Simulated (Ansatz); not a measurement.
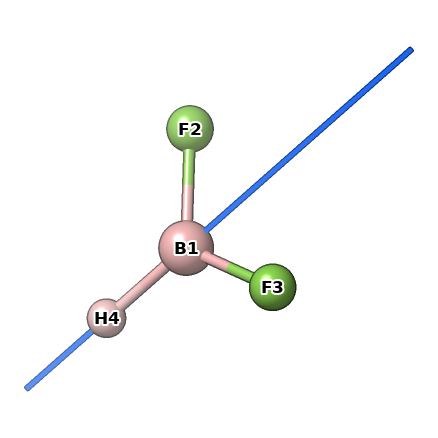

A line through the centre of mass is drawn in. Depth is shown by fading: the farther an atom, the more it takes the colour of the background. The geometry was computed by an optimisation with PBE0-D4/def2-TZVP.

### Is the line a proper rotation axis of the structure, and of what order?

Yes, a C2 axis. A turn by 180° leaves B1, H4 in place and moves F2 ↔ F3. The point group is C2v.
